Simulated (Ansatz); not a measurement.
F3Si2 (charge −1, quintet)

```xyz
5

Si    2.1572    0.1830   -1.2635
Si    0.1391    0.4195   -0.0821
F     2.4970    1.3006   -2.5115
F    -1.4798    0.2165    0.6288
F     3.6347    0.1920   -0.4016
```

Geometry: PBE-D4/def2-SVPD.

Computed with Ansatz 0.2.0, UKS PBE0-D4/def2-TZVPD.

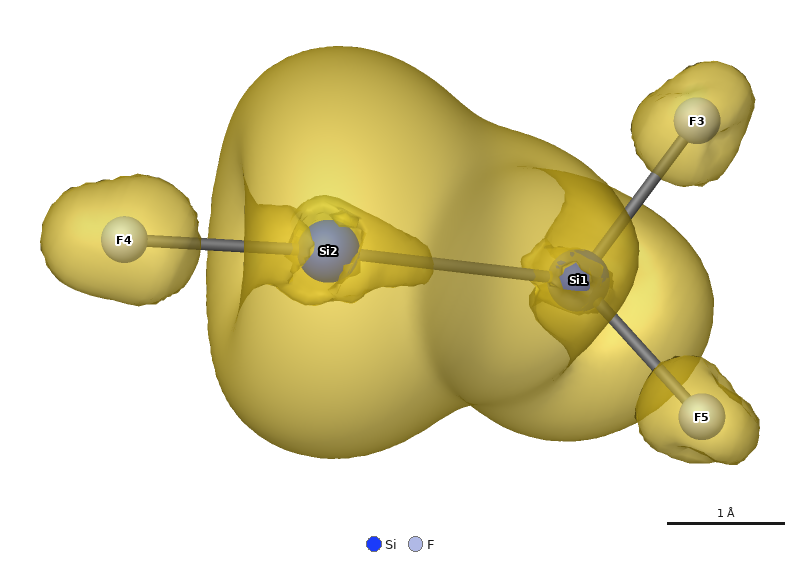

Figure 1. Isosurface of the spin density at +0.04 e/Å³ (yellow), seen at a tilt.

Which atoms carry the spin?

The unpaired spin (4 electrons) lies mostly on Si2 (about 2.2), Si1 (about 1.4), F4 (about 0.2), F3 (about 0.1) and F5 (about 0.1), in electrons by Hirshfeld's partition.

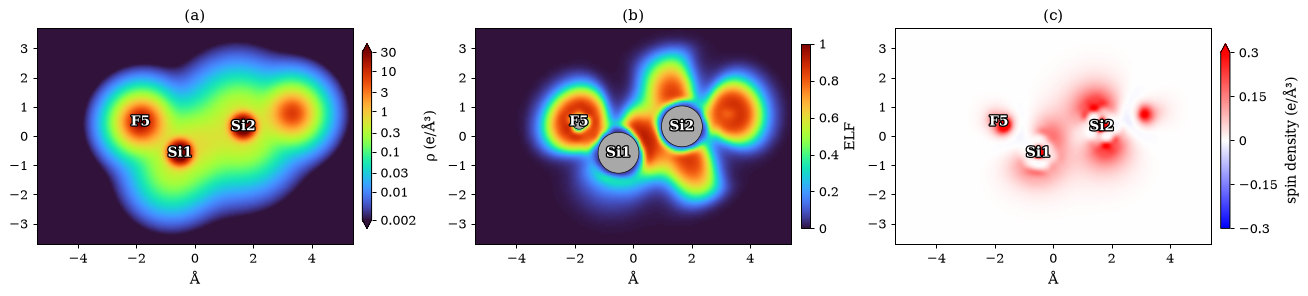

Figure 2. (a) electron density; (b) electron localisation function; (c) spin density on the plane of atoms Si2, Si1 and F5. Grey discs cover the atomic cores in the ELF map.

What does the map show?

- Atoms in the plane: Si and F.
- Si–F (1.71 Å): ρ is about 0.91 e/Å³ halfway; the ELF peaks at about 0.85 in the valence shell of F, 0.6 Å from its nucleus, and is about 0.55 at the midpoint.
- Si–Si (2.35 Å): the density is about 0.55 e/Å³ at the midpoint; the ELF peaks at about 0.90 between the atoms; a covalent bond.
- The ELF also peaks beside Si2, F5 and F4, away from the bonds: non-bonding electrons, paired or unpaired.

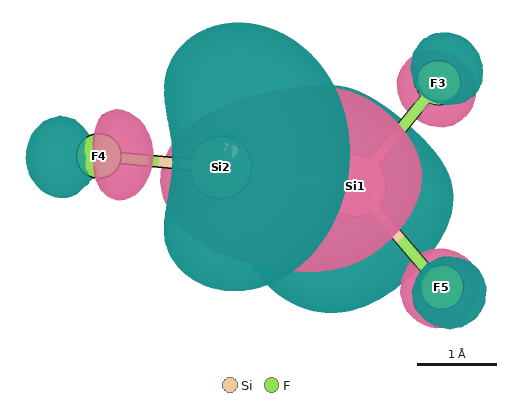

Figure 3. The HOMO (α) at ±0.08 Å⁻³ᐟ² (teal and pink are the two phases), seen at a tilt.

Describe this orbital and give its energy.

It lies mainly on Si1 (about 45 %) and Si2 (about 45 %). Its energy is −0.18 eV.
